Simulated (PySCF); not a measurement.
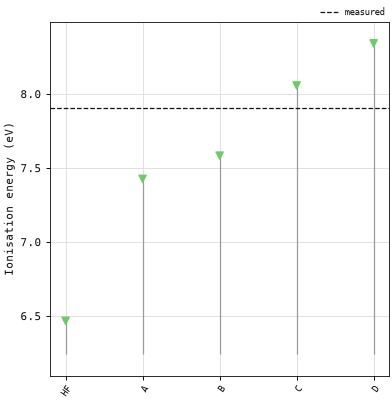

The ionisation energy of neutral iron ([Ar] 3d⁶ 4s² → [Ar] 3d⁶ 4s) by several methods, in rising order. PySCF, Sapporo-DKH3-DZP-2012, spin-free X2C-1e, unrestricted single determinants, no spin-orbit coupling. Methods marked “valence” freeze 18 core electrons. The lettered entries are M06-2X, MN15, MP2 valence and SCS-MP2 valence in some order.

Question: Which letter is which method?

Answer: A is MP2 valence (7.43 eV); B is SCS-MP2 valence (7.58 eV); C is MN15 (8.06 eV); D is M06-2X (8.34 eV). The values run from 6.47 eV (HF) to 8.34 eV (M06-2X). The measured value is 7.90 eV; nearest to it come MN15 (+0.15) and SCS-MP2 valence (−0.32), furthest HF (−1.44 eV).

Known limits: spin-orbit shift not estimated.
